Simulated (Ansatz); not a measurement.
Ga2O3 (beta-Ga2O3 type, space group C2/m)

```
CELL_PARAMETERS angstrom
      6.22762    -1.54173     0.00000
      6.22762     1.54173     0.00000
     -1.39233     0.00000     5.71032
ATOMIC_POSITIONS crystal
  Ga 0.08991 0.08991 0.79470
  Ga 0.91009 0.91009 0.20530
  Ga 0.65850 0.65850 0.31416
  Ga 0.34150 0.34150 0.68584
  O  0.16349 0.16349 0.10919
  O  0.83651 0.83651 0.89081
  O  0.17371 0.17371 0.56436
  O  0.82629 0.82629 0.43564
  O  0.49603 0.49603 0.25671
  O  0.50397 0.50397 0.74329
```

Equation-of-state scan: isotropic scaling of the cell above, V₀ being its volume. The atoms relax within the cell's symmetry.

These are PBE (plane waves to 420 eV, PAW, scalar-relativistic; Ansatz, a program for electronic structure) values and carry that method's errors. k mesh 11×11×6 (Γ-centred), Fermi-Dirac smearing 0.05 eV. The energy includes the smearing's −TS. With the shape held, the modulus is that of even scaling; a crystal free to change shape is softer. Ga2O3 was relaxed with its symmetry unable to fall. The zero of ΔE is the relaxed starting cell.

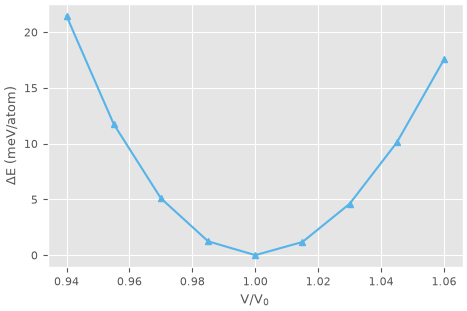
ΔE (meV/atom) against V/V₀; one marker a computed point.

Task: What is ΔE at V/V₀ = 0.940?

Result: About 21 meV/atom.

Task: What is ΔE at V/V₀ = 1.060?

Result: About 18 meV/atom.

Task: What bulk modulus at fixed cell shape B₀ follows from a third-order Birch-Murnaghan fit?

Result: About 160 GPa.

(Under strain, the slope of the energy per volume gives the stress and its curvature an elastic modulus.)
